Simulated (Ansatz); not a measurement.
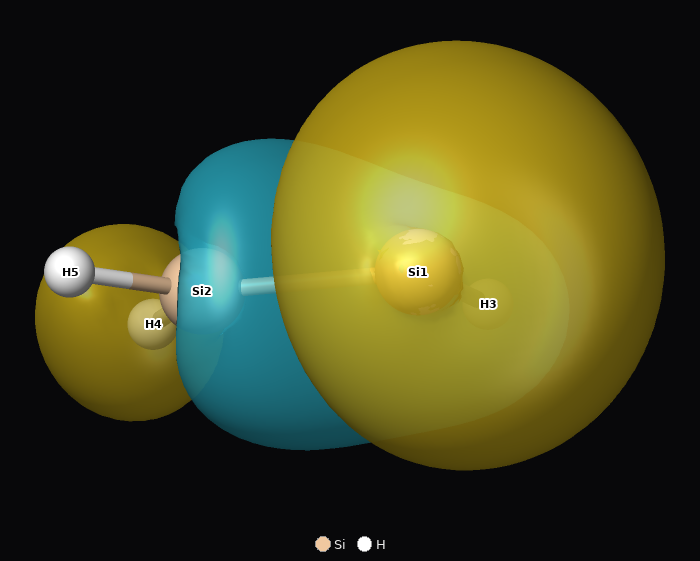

Figure. H$_{3}$Si$_{2}$ (charge −1). The HOMO−1 at ±0.06 Å⁻³ᐟ² (yellow and cyan are the two phases), seen from one side.

Theory: Ansatz 0.2.0, RHF/def2-TZVP.

```yaml
atoms:
  - { symbol: Si, position_ang: [-1.4389, 0.8680, -0.0656] }
  - { symbol: Si, position_ang: [0.5788, 0.0532, 0.1641] }
  - { symbol: H, position_ang: [-1.9929, -0.4306, -0.6525] }
  - { symbol: H, position_ang: [1.1132, -1.3032, -0.1661] }
  - { symbol: H, position_ang: [1.7398, 0.8126, 0.7201] }
```

> What is the character of this orbital?

Its weight (Hirshfeld) is mainly on Si1 (about 75 %) and Si2 (about 15 %); it is symmetric in the molecular plane (an in-plane orbital: σ, lone-pair or in-plane π type). Its energy is −3.13 eV.
